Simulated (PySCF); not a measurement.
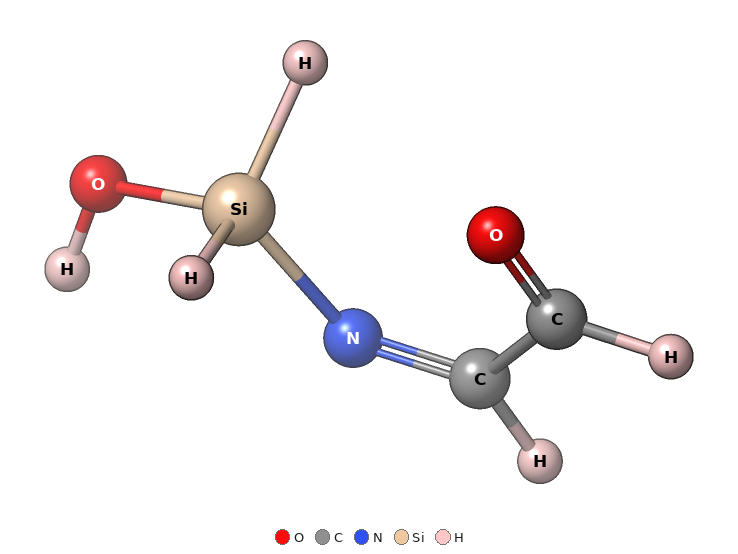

Orthographic view. Atoms fade into the background with distance from the viewer. The geometry was computed by an optimisation with PBE0-D3(BJ)/def2-SVP. No frequency run is at hand to confirm it as a minimum.

### Write the InChI string.

InChI=1S/C2H5NO2Si/c4-2-1-3-6-5/h1-2,5H,6H2/b3-1-
